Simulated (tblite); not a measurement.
**Energy and gradient calculation, with input and output: C$_{2}$H$_{4}$BrGaS**

The run: energy and gradient calculation of C$_{2}$H$_{4}$BrGaS, SMILES [Br][Ga]1[CH2]C[S]1. Method and program: IPEA1-xTB, U-SCC, GB solvent (tblite 0.8.0).

The geometry: force field.

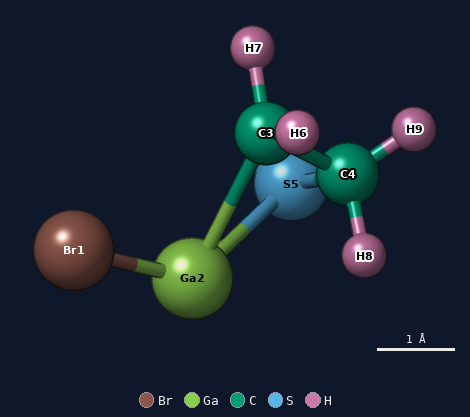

Fig. 1: The input geometry (ball-and-stick view, seen at a tilt; atoms are numbered from 1 in the order of the input). Sticks mark near contacts. Bond lengths as drawn: Br–Ga 2.01 Å, C–C 1.54 Å, C–Ga 2.31 Å, C–H 1.04 to 1.16 Å, C–S 1.82 Å and Ga–S 2.46 Å.

Results in brief:

- outcome: converged
- total energy: −16.000320 hartree
- largest force: 21.582 eV/Å
- dipole moment: 4.46 D
- hardware: 1 thread of Arm Neoverse V1, 24 GiB of memory available, shared host
- wall time: 0.7 s
- peak memory: 0.11 GiB

Notes:

Settings chosen away from the usual ones: accuracy; damping; epsilon; guess; kernel; max_iter; solvent_model; spinpol. These settings are looser than, or depart from, a standard set-up, so the numbers are not reference values for this system.

The input (calc.py):
```python
# IPEA1-xTB energy and gradient with ASE
import json
import numpy as np
from ase.io.zmatrix import parse_zmatrix
from tblite.ase import TBLite
from ase.units import Debye

atoms = parse_zmatrix("""
Br
Ga 1 2.006949
C 2 2.314968 1 85.56826
C 3 1.53914 2 75.55757 1 177.28847
S 4 1.817925 3 108.60654 2 56.18747
H 3 1.105961 4 109.56277 5 175.75827
H 3 1.155696 6 105.96137 4 -114.34517
H 4 1.127349 3 105.74923 6 62.34053
H 4 1.03714 8 111.56223 3 121.36081
""")
start = atoms.get_positions()

atoms.calc = TBLite(
    method="IPEA1-xTB",
    charge=0,
    accuracy=30,
    max_iterations=100,
    mixer_damping=0.1,
    guess="eeqbc",
    spin_polarization=1.0,
    solvation=("gb", 80.2, "p16"),
    verbosity=0,
)
print(f"Energy: {atoms.get_potential_energy():.6f} eV")
print(f"Dipole: {np.linalg.norm(atoms.get_dipole_moment()) / Debye:.4f} D")
print("Charges:", np.round(atoms.get_charges(), 4))
print("Forces (eV/angstrom):")
for a, F in zip(atoms, atoms.get_forces()):
    print(f"{a.symbol:<2} {F[0]:11.6f} {F[1]:11.6f} {F[2]:11.6f}")
json.dump(dict(energy=atoms.get_potential_energy(), forces=atoms.get_forces().tolist(), dipole=atoms.get_dipole_moment().tolist(), charges=atoms.get_charges().tolist(),
               symbols=atoms.get_chemical_symbols(), start=start.tolist(), final=atoms.positions.tolist()), open("results.json", "w"))
```

Launch command:
```bash
python calc.py
```

What the program printed:
```
Energy: -435.390898 eV
Dipole: 4.4636 D
Charges: [ 0.0351  0.2595 -0.1513 -0.0113 -0.1944 -0.0041 -0.0054  0.0183  0.0537]
Forces (eV/angstrom):
Br  -21.509434   -1.768799    0.093537
Ga   20.072560    2.903585   -2.156636
C     1.382761   -0.082341   -1.000897
C    -1.495102   -1.292898    1.893475
S    -0.966368   -1.601150    0.792968
H     0.047325   -0.214807   -0.102965
H    -0.153263   -1.428514    1.335208
H     0.599104    1.228034   -0.702575
H     2.022417    2.256890   -0.152115
```
